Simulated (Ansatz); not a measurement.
```xyz
12

Al    0.0248    0.7175   -0.5325
F    -0.0140   -0.0662    2.2368
C     1.7612    0.0195   -1.0406
H     1.7637   -1.0806   -1.1023
H     2.0428    0.4015   -2.0376
H     2.5500    0.3301   -0.3394
C    -1.7356    0.0558   -1.0090
H    -1.8890   -0.9622   -0.6142
H    -2.5379    0.6979   -0.6163
H    -1.8543   -0.0050   -2.1039
Cl    0.0628    2.6428    0.5482
H    -0.0044    0.8491    2.3795
```

Not at a stationary point (largest force 0.8 eV/Å).

The calculation used Ansatz, RKS PBE0-D4/def2-SVP.

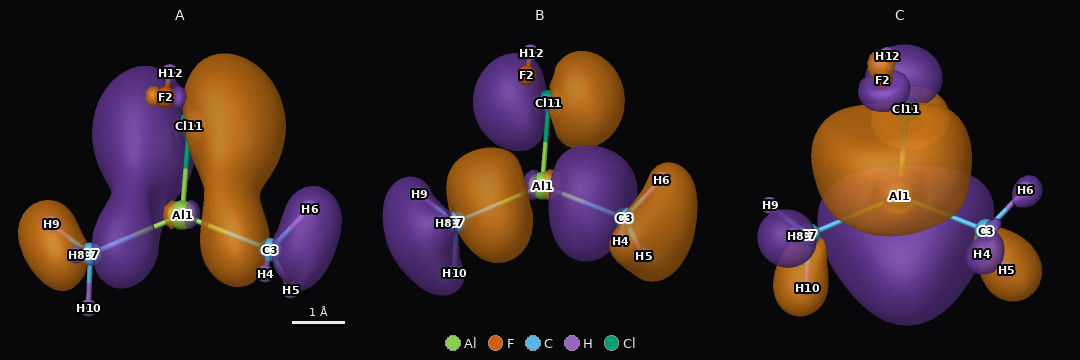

C2H6AlCl···HF. Three frontier orbitals at ±0.08 Å⁻³ᐟ² (orange and purple are the two phases), in no order.

Which picture is the HOMO−1, the HOMO and the LUMO?

A is the HOMO−1 (−8.96 eV). It lies mainly on Cl11 (about 70 %), Al1 (about 10 %), C3 (about 5 %) and C7 (about 5 %); largely a lone pair of Cl11. B is the HOMO (−7.92 eV). Its weight (Hirshfeld) is mainly on C7 (about 25 %), C3 (about 25 %), Cl11 (about 20 %) and Al1 (about 15 %). C is the LUMO (−0.26 eV). Its weight (Hirshfeld) is mainly on Al1 (about 60 %), Cl11 (about 10 %), C7 (about 5 %) and C3 (about 5 %).

What is the HOMO–LUMO gap?

7.66 eV between the orbital energies.
